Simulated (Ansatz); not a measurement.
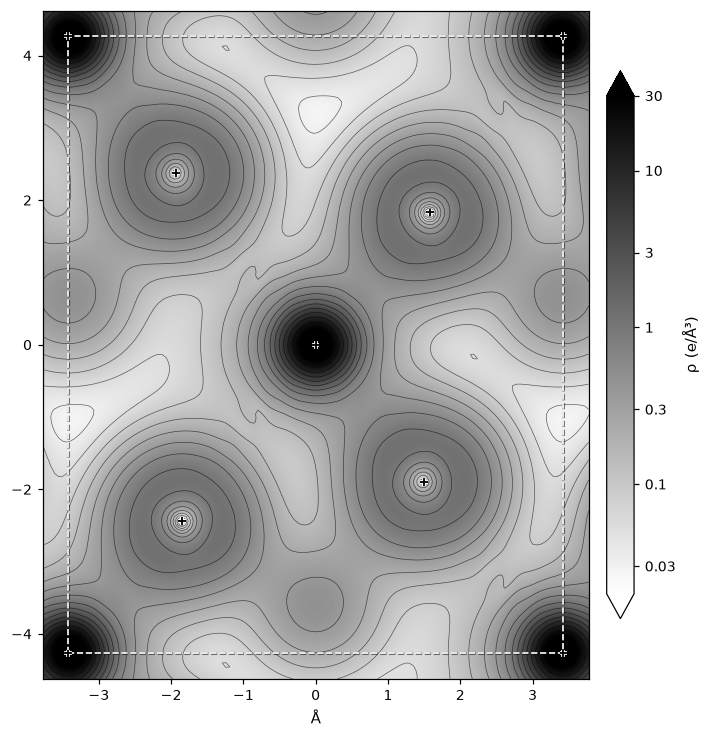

The valence electron density on a plane through atoms (crosses mark nuclei in the plane).

All numbers below come from DFT r2SCAN, scalar-relativistic, plane waves, PAW (Ansatz).

Candidates:
A. GaS5, a = 6.85 Å, b = 6.85 Å, c = 5.10 Å, α = 90.00°, β = 90.00°, γ = 90.00°. Space group I-4; a generated structure, not necessarily the stable one; computed without spin polarisation.
B. Ga2SnO, a = 7.38 Å, b = 7.38 Å, c = 5.81 Å, α = 90.00°, β = 90.00°, γ = 90.00°. Space group I4/mcm; a structure from a database of computed crystals, not necessarily the ambient phase; a generated structure, not necessarily the stable one; not relaxed (largest force 0.3 eV/Å); computed pressure about −3 GPa in this cell.

Q: Which candidate gave the map?

A: Candidate A: GaS5 on the (101̄) plane of the conventional cell, which holds Ga and S. Ga–S (2.42 Å): ρ at the midpoint is about 0.48 e/Å³.
